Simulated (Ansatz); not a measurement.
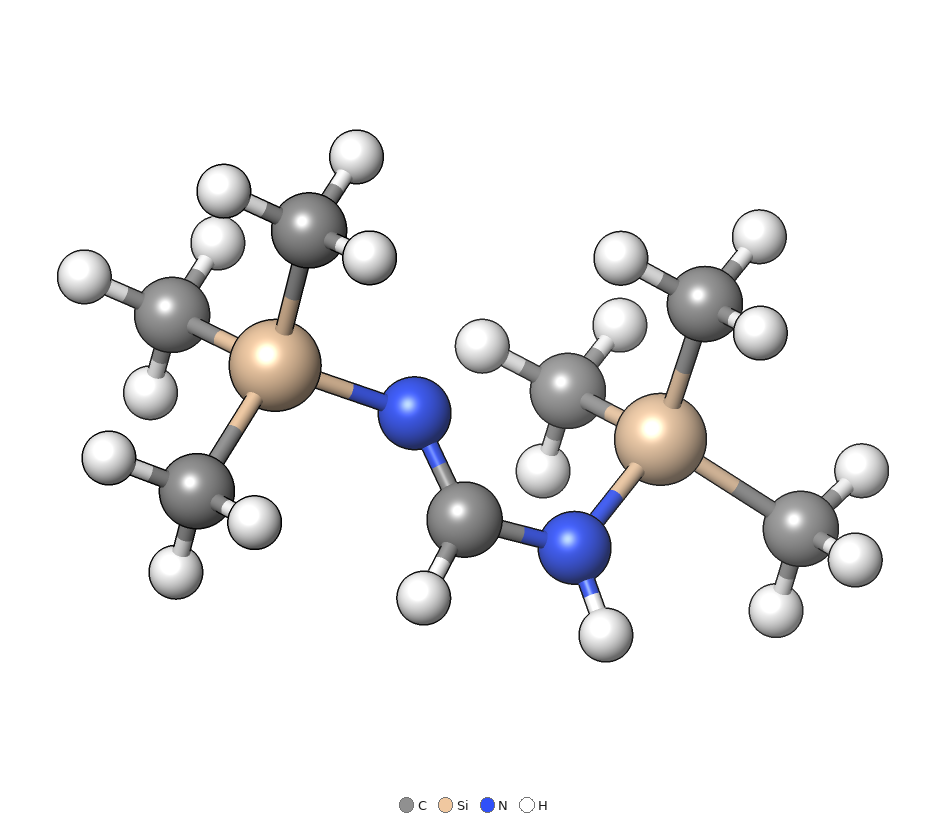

The computed structure is the end point of a PBE-D4/def2-SVP optimisation. No frequency run is at hand to confirm it as a minimum.

Give the structural formula.

SMILES: C[Si](C)(C)/N=C/N[Si](C)(C)C

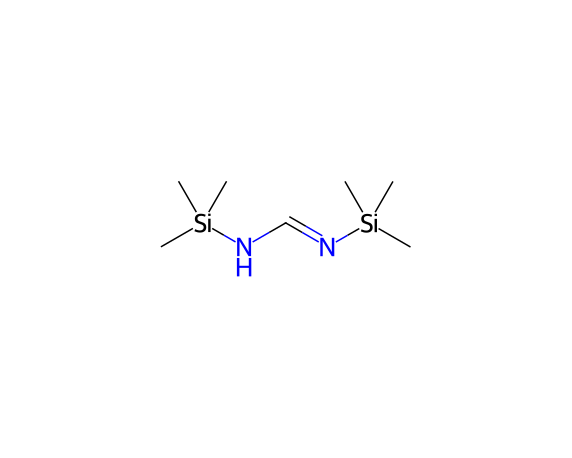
